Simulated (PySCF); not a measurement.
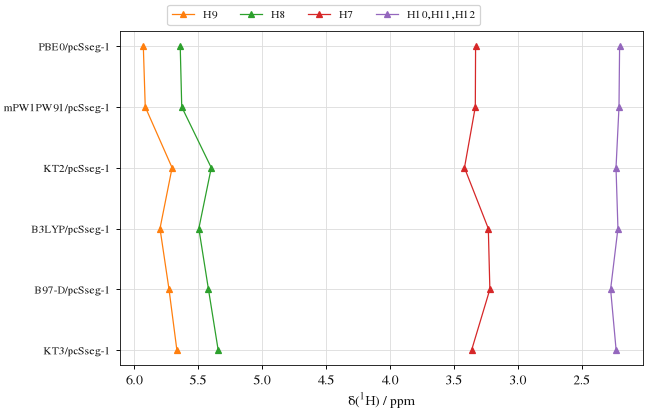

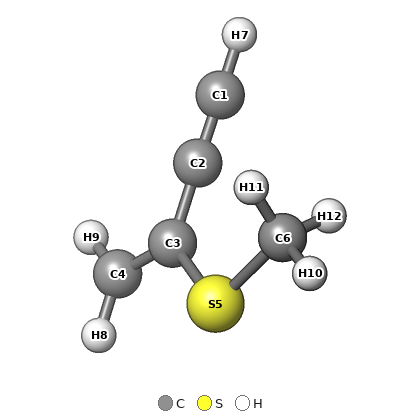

GIAO ¹H shifts of C₅H₆S, SMILES C#CC(=C)SC at several levels, one geometry, PySCF 2.14.0, at a PBE0-D3(BJ)/def2-SVP geometry (no frequency check); values of one conformer, averaged over methyl-type rotors and exact or near symmetry; other conformers aren't averaged in; each against TMS at the same level.

Question: How much does each signal move over these levels?

Answer:
| atoms | lowest | highest | spread (ppm) |
| --- | --- | --- | --- |
| H9 | 5.67 | 5.93 | 0.26 |
| H8 | 5.34 | 5.64 | 0.30 |
| H7 | 3.22 | 3.42 | 0.20 |
| H10, H11, H12 | 2.20 | 2.27 | 0.07 |

Question: Do all levels give the signals in the same order?

Answer: Yes, the order of the signals is the same at every level.
